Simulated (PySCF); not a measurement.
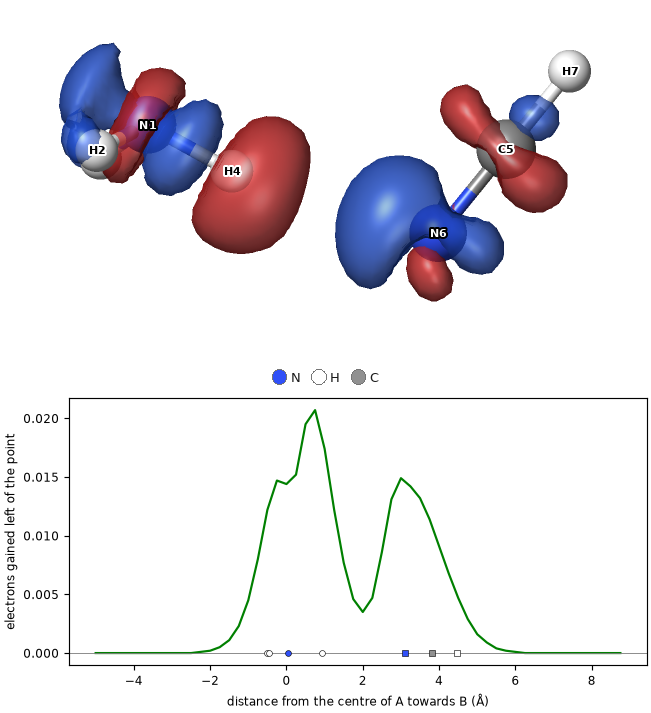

Figure. CH$_{4}$N$_{2}$, SMILES `N.C#N`. Density of the complex less the densities of the two fragments at the same geometry, ±0.004 e/Å³ (blue: gain, red: loss). Fragment A: NH3 (atoms 1–4); fragment B: HCN. Below: the charge-displacement curve along the line of centres (A on the left).

Method: HF/def2-TZVP; geometry: GFN2-xTB; program: PySCF.

Which way does charge flow?

Hirshfeld charges show 0.005 e passing from B to A. By Hirshfeld charges, electrons gather most on N6 (−0.013 e) and leave C5 most (+0.014 e); 0.05 e is displaced in all, which induces a dipole of 0.32 D.

What is the interaction energy, and which contacts carry it?

The counterpoise-corrected interaction energy of the frozen fragments is −0.4 kcal/mol without dispersion correction and −2.1 kcal/mol with D3(BJ). The pair geometry is semi-empirical, not a minimum at this level. Contacts: H4···N6, hydrogen bond, 2.27 Å, ρ = 0.011 a.u. The pose is a local one from a semi-empirical search, not shown to be the most stable.
